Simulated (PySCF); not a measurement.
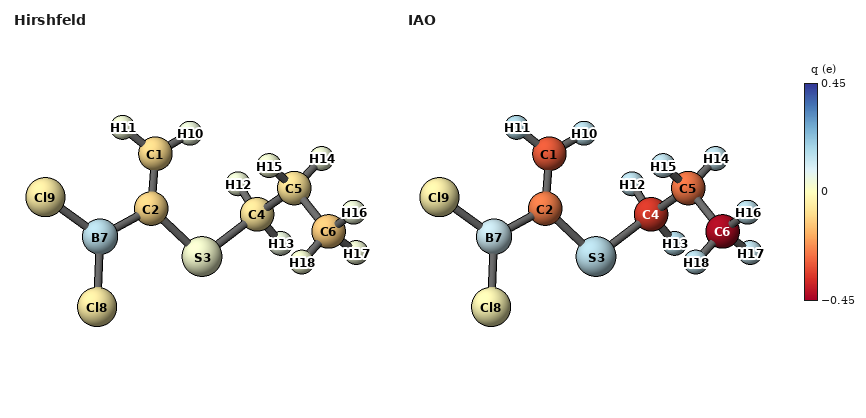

Atomic charges of one calculation by 2 schemes, on one colour scale. Computed geometry: GFN2-xTB optimisation. No frequency run is at hand to confirm it as a minimum. Level of theory: PBE0/pcSseg-1 (PySCF 2.14.0).

**Which scheme gives the most polar picture (largest mean size of the charges)?**

The IAO charges are the largest in size here.

**On which atom do the schemes disagree most?**

On C6 (from −0.42 to −0.12 e).

List the charges (e), one line for each set of equivalent atoms.

```csv
atom,Hirshfeld,IAO
C1,−0.09,−0.29
C2,−0.10,−0.24
S3,0.03,0.15
C4,−0.06,−0.34
C5,−0.07,−0.25
C6,−0.12,−0.42
B7,0.15,0.12
Cl8,−0.04,−0.02
Cl9,−0.04,−0.03
H10,0.05,0.15
H11,0.04,0.16
H12,0.04,0.15
H13,0.05,0.16
H14,0.04,0.14
H15,0.03,0.14
H16,0.04,0.14
H17,0.04,0.13
H18,0.03,0.15
```

The geometry is semi-empirical. Around B such bond lengths and angles can be off by a tenth of an ångström or more and by several degrees, and values that hang on the shape move with them.
